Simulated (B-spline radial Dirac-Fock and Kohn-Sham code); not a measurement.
# An X-ray data sheet for Ti¹⁴⁺, step by step

What does theory give for the Ti¹⁴⁺ ion? The session works out its X-ray form factor and Compton profile, the binding energy of each subshell, its photoionisation cross sections and the widths and yields of its core holes.

The numbers are computed with B-spline radial Dirac-Fock and Kohn-Sham code (version 2): a free atom or ion on a radial basis; each step names its model.

**1. The atom as given**

Ti¹⁴⁺, [He] 2s2 2p4.

* nuclear charge: 22
* electrons: 8
* mass number: 48
* nuclear rms radius: 3.5921 fm

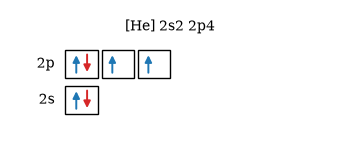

The shells outside the core; arrows follow Hund's rule for the drawing alone (heavy ions are jj-coupled), while the calculation averages over the configuration.

**2. X-ray scattering functions**

Model: Dirac-Fock average of configuration, finite nucleus; form factor of the spherical density, Waller-Hartree incoherent function, impulse-approximation Compton profiles.

Recorded inputs:

```ini
task = scatter
Z = 22
charge = 14
configuration = 1s2 2s2 2p4
mass_number = 48
rms_radius = 3.5921  # fm
s = [0.0, 0.05, 0.1, 0.15, 0.2, 0.25, 0.3, 0.35, 0.4, 0.45, 0.5, 0.6, 0.7, 0.8, 0.9, 1.0, 1.1, 1.2, 1.4, 1.6, 1.8, 2.0, 2.5, 3.0, 3.5, 4.0, 5.0, 6.0]  # 1/A
pz = [0, 0.1, 0.2, 0.3, 0.4, 0.5, 0.6, 0.8, 1.0, 1.2, 1.4, 1.6, 1.8, 2.0, 2.5, 3.0, 4.0, 5.0, 7.0, 10.0, 15.0, 20.0, 30.0, 40.0, 60.0, 100.0]  # a.u.
photon_energy = [1000, 2000, 10000, 20000, 50000, 100000, 500000, 1000000]  # eV
```

Results of the run (chosen fields of its result record, rounded):

```text
status: converged
form_factor [e]: [8.0, 7.9891, 7.9564, 7.9024, 7.8277, 7.7332, 7.6198, 7.4889, 7.3419, 7.1803, 7.0057, 6.6248, 6.213, 5.7843, 5.3513, 4.925, 4.5146, 4.127, 3.4381, 2.8757, 2.436, 2.1028, 1.5985, 1.348, 1.1914, 1.0635, 0.8329, 0.63405]
incoherent: [1.9211e-12, 0.01384, 0.055142, 0.12325, 0.21711, 0.33527, 0.47596, 0.6371, 0.81642, 1.0115, 1.2197, 1.6653, 2.133, 2.6047, 3.0648, 3.5017, 3.907, 4.2761, 4.8999, 5.3811, 5.7452, 6.0221, 6.4891, 6.8072, 7.0629, 7.2757, 7.587, 7.7729]
compton_total [1/a.u.]: [0.66412, 0.66387, 0.66314, 0.66191, 0.66021, 0.65803, 0.65537, 0.64868, 0.64022, 0.63008, 0.61838, 0.60526, 0.59086, 0.57533, 0.53263, 0.48641, 0.39252, 0.30761, 0.18446, 0.092086, 0.036294, 0.016248, 0.0038723, 0.0011255, 0.00015677, 1.0806e-05]
shells: ["1s1/2", "2s1/2", "2p1/2", "2p3/2"]
occupation: [2.0, 2.0, 1.3333, 2.6667]
mean_momentum [a.u.]: [18.558, 6.3142, 8.4786, 8.4074]
r2 [bohr^2]: 0.59347
r_inverse [1/bohr]: 72.121
r1 [bohr]: 1.8388
coherent [b]: [42.425, 41.977, 31.059, 16.781, 4.6892, 1.5101, 0.072173, 0.01824]
incoherent_cross_section [b]: [0.011901, 0.047006, 0.913, 2.1488, 3.3422, 3.5064, 2.2885, 1.6833]
radial_jk:
  2p: {"j0": [1.0, 0.99836, 0.99345, 0.98533, 0.97409, 0.95987, 0.94281, 0.9231, 0.90096, 0.87662, 0.85031, 0.79283, 0.73062, 0.66573, 0.60005, 0.53526, 0.47271, 0.41349, 0.30776, 0.22106, 0.15314, 0.10193, 0.028005, -0.00043867, -0.0090215, -0.010049, -0.0068378, -0.0038772], "j2": [0.0, 0.00065676, 0.0026162, 0.0058462, 0.010294, 0.015888, 0.022539, 0.030142, 0.038582, 0.047731, 0.057457, 0.078091, 0.099393, 0.12034, 0.14003, 0.15775, 0.17298, 0.1854, 0.20134, 0.20611, 0.20172, 0.19074, 0.14964, 0.10765, 0.074341, 0.05054, 0.023432, 0.011308], "r2": 0.089235, "r4": 0.015564, "r6": 0.0044963}
```

Form factor and incoherent function, every second point:

| s (1/Å) | f (e) | f / N | S(s) |
| --- | --- | --- | --- |
| 0 | 8.000 | 1.000 | 0 |
| 0.100 | 7.956 | 0.995 | 0.05514 |
| 0.200 | 7.828 | 0.978 | 0.2171 |
| 0.300 | 7.620 | 0.952 | 0.4760 |
| 0.400 | 7.342 | 0.918 | 0.8164 |
| 0.500 | 7.006 | 0.876 | 1.220 |
| 0.700 | 6.213 | 0.777 | 2.133 |
| 0.900 | 5.351 | 0.669 | 3.065 |
| 1.10 | 4.515 | 0.564 | 3.907 |
| 1.40 | 3.438 | 0.430 | 4.900 |
| 1.80 | 2.436 | 0.305 | 5.745 |
| 2.50 | 1.599 | 0.200 | 6.489 |
| 3.50 | 1.191 | 0.149 | 7.063 |
| 5.00 | 0.8329 | 0.104 | 7.587 |

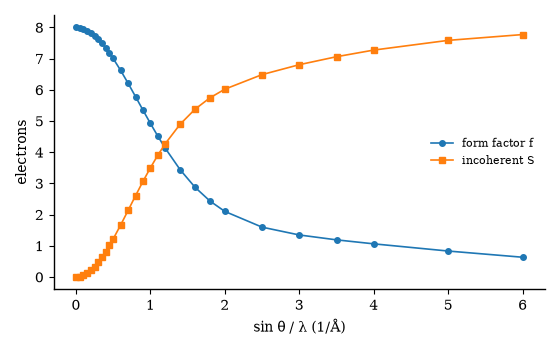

Form factor and incoherent scattering function.

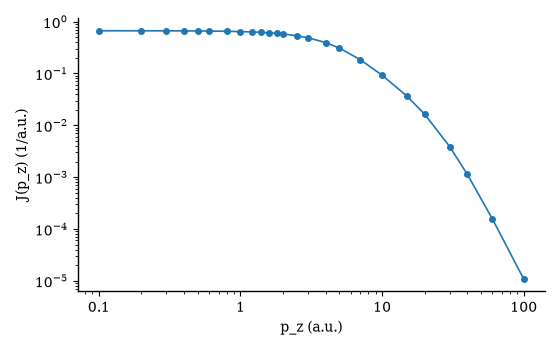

Compton profile, summed over all shells.

**3. Core and valence levels**

Model: Dirac-Fock average of configuration, Delta-SCF, finite nucleus, first-order Breit with its frequency dependence, self-energy and vacuum polarisation.

Recorded inputs:

```ini
task = binding
```

Results of the run (chosen fields of its result record, rounded):

```text
status: converged
shells: ["K", "L1", "L2,3"]
total_energy_parts [Ha]: [-734.232249, 0.238814677, -0.0166695299, -0.000323698707, 0.189436061, -0.0145874845]
koopmans [eV]: [5556.76, 1033.32, 953.41]
dirac_coulomb [eV]: [5541.96, 1031.79, 951.306]
gaunt [eV]: [-4.60269, -0.358594, -0.493902]
retardation [eV]: [0.197557, 0.01838, 0.0796396]
breit_frequency [eV]: [0.00356307, -0.00078287, 0.00208429]
self_energy [eV]: [-2.20992, -0.228785, 0.0190504]
vacuum_polarisation [eV]: [0.172123, 0.0166958, -0.00169786]
binding [eV]: [5535.52, 1031.23, 950.911]
mean_radius [bohr]: [0.0693044, 0.308578, 0.271513]
```

total_energy_parts: Dirac-Coulomb, Gaunt, retardation, frequency dependence, self-energy, vacuum polarisation. 

Each level as Koopmans' value plus corrections (eV):

| level | -ε | relaxation | Breit | QED | binding |
| --- | --- | --- | --- | --- | --- |
| K (1s) | 5556.8 | -14.81 | -4.40 | -2.04 | 5535.5 |
| L1 (2s) | 1033.3 | -1.53 | -0.34 | -0.21 | 1031.2 |
| L2,3 (2p) | 953.4 | -2.10 | -0.41 | 0.02 | 950.9 |

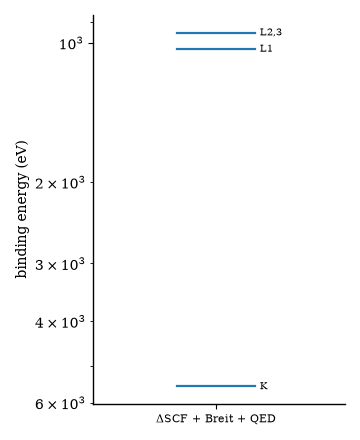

The levels on a logarithmic scale.

**4. Subshell cross sections**

Model: independent-particle photoionisation: Dirac-Hartree-Slater potential of the initial state with a Latter tail for bound and continuum orbitals, all multipoles in the length form, thresholds from Dirac-Fock Delta-SCF.

Settings, as recorded:

```ini
task = photo
photon_energy = [21.22, 60, 100, 258.0, 661.0, 1000, 1486.9, 4910.0, 5414.7, 6860.0, 14200.0, 15000.0, 35000.0, 40000, 80000, 183000.0]  # eV
```

Results of the run (chosen fields of its result record, rounded):

```text
status: converged
shells: ["K", "L1", "L2", "L3"]
occupation: [2.0, 2.0, 1.33, 2.67]
threshold [eV]: [5535.52, 1031.23, 955.297, 948.718]
sigma [Mb]:
  - ["K", "-", "-", "-", "-", "-", "-", "-", "-", "-", 0.0221, 0.003, 0.00256, 0.000211, 0.000141, 1.66e-05, 1.26e-06]
  - ["L1", "-", "-", "-", "-", "-", "-", 0.053, 0.00378, 0.00299, 0.00167, 0.000246, 0.000212, 1.89e-05, 1.27e-05, 1.56e-06, 1.22e-07]
  - ["L2", "-", "-", "-", "-", "-", 0.0945, 0.0304, 0.000682, 0.000494, 0.000223, 1.66e-05, 1.37e-05, 5.87e-07, 3.54e-07, 2.55e-08, 1.22e-09]
  - ["L3", "-", "-", "-", "-", "-", 0.185, 0.0591, 0.0013, 0.000938, 0.000421, 3.08e-05, 2.53e-05, 1.05e-06, 6.27e-07, 4.3e-08, 1.91e-09]
beta_dipole:
  - ["K", "-", "-", "-", "-", "-", "-", "-", "-", "-", 2.0, 2.0, 2.0, 2.0, 2.0, 1.98, 1.9]
  - ["L1", "-", "-", "-", "-", "-", "-", 2.0, 2.0, 2.0, 2.0, 2.0, 2.0, 2.0, 2.0, 1.98, 1.9]
  - ["L2", "-", "-", "-", "-", "-", 1.45, 1.43, 0.922, 0.875, 0.765, 0.46, 0.442, 0.192, 0.161, -0.0113, -0.267]
  - ["L3", "-", "-", "-", "-", "-", 1.46, 1.44, 0.919, 0.871, 0.754, 0.421, 0.4, 0.0885, 0.0443, -0.224, -0.629]
```

Rows start with the subshell; columns follow the photon energies; blanks lie below or just at threshold.

Totals and shares by shell:

| hν (eV) | total (kb) | K (%) | L (%) |
| --- | --- | --- | --- |
| 1000.0 | 280 | - | 100.0 |
| 1486.9 | 143 | - | 100.0 |
| 4910.0 | 5.76 | - | 100.0 |
| 5414.7 | 4.42 | - | 100.0 |
| 6860.0 | 24.4 | 90.5 | 9.5 |
| 14200 | 3.29 | 91.1 | 8.9 |
| 15000 | 2.81 | 91.1 | 8.9 |
| 35000 | 0.232 | 91.1 | 8.9 |
| 40000 | 0.155 | 91.1 | 8.9 |
| 80000 | 0.0183 | 91.1 | 8.9 |
| 183000 | 0.00139 | 91.0 | 9.0 |

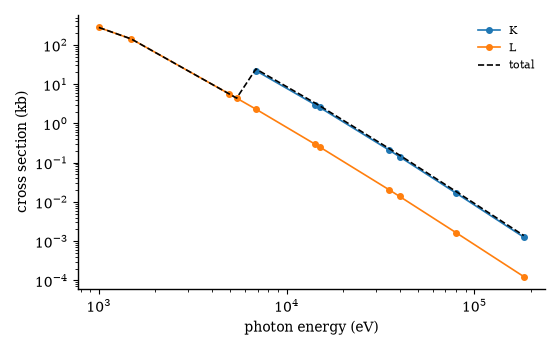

Photoionisation by shell at the energies asked; lines only join the points and miss the jumps at edges.

**5. Filling the vacancies**

Model: independent-particle rates: relativistic LDA orbitals of the hole state, multipoles to L = 3 (length form), Coulomb Auger matrix elements with a Latter-tail continuum; energies from Dirac-Fock.

Recorded inputs:

```ini
task = decay
holes = ["K", "L1"]
```

Results of the run (chosen fields of its result record, rounded):

```text
status: converged
K:
  width_radiative: 0.13295
  width_radiative_velocity: 0.13807
  width_nonradiative: 0.34902
  coster_kronig: {}
  radiative: [["L3", 4586.8, 0.088238], ["L2", 4580.2, 0.044715], ["L1", 4504.3, 2.731e-08]]
  auger: [["L2L3", 3546.1, 0.11233], ["L1L3", 3482.0, 0.075856], ["L3L3", 3552.8, 0.063476], ["L1L1", 3395.6, 0.052271], ["L1L2", 3475.3, 0.040436], ["L2L2", 3539.4, 0.0046448]]
L1: {"width_radiative": 1.8502e-05, "width_radiative_velocity": 1.5443e-05, "width_nonradiative": 0, "coster_kronig": {}, "radiative": [["L3", 82.515, 1.3356e-05], ["L2", 75.935, 5.146e-06]], "auger": []}
```

All in eV. For each hole the six strongest lines (shell, energy, width) and Auger groups (final holes, energy, width) are shown.

How each hole decays (widths in eV):

| hole | radiative | Auger | Coster-Kronig | total | yield | lifetime (fs) |
| --- | --- | --- | --- | --- | --- | --- |
| K (1s) | 0.133 | 0.349 | 0 | 0.482 | 0.276 | 1.37 |
| L1 (2s) | 1.85e-05 | 0 | 0 | 1.85e-05 | 1.00 | 35600 |

**6. What came out**

| quantity | value |
| --- | --- |
| rms radius of the electron cloud | 0.272 bohr |
| form factor halves at | 1.2 1/Å |
| Compton profile at zero | 0.6641 1/a.u. |
| deepest level listed, K (1s) | 5535.5 eV |
| least bound, L2,3 (2p) | 950.9 eV |
| ionisation energy, NIST (semi-empirical) | 944.500 eV |
| total at 1486.9 eV | 143 kb |
| strongest subshell at 1486.9 eV | L3 (2p3/2), 59.1 kb, β = 1.44 |
| K hole: width, yield | 0.482 eV, 0.276 |
| its lifetime | 1.37 fs |
| its strongest line | Kα1 (K-L3), 4586.8 eV |

What this shows: f falls from 8 to half of that at s = 1.2 1/Å. Incoherent scattering outweighs coherent from 100 keV on, among the energies asked. For K (1s), relaxation takes off 14.8 eV, Breit terms shift it by -4.40 and QED by -2.04 eV. NIST's ionisation energy differs by -6.41 eV from the least binding energy; the calculation averages open shells over their j components and terms. At 1486.9 eV, L3 (2p3/2) gives 41 % of the photoabsorption; at 183000 eV the K shell gives 91 %. With a yield of 0.28, electron emission is the main way out for the K hole, in 1.4 fs. The Hartree-Fock and Dirac-Fock values hold no electron correlation.
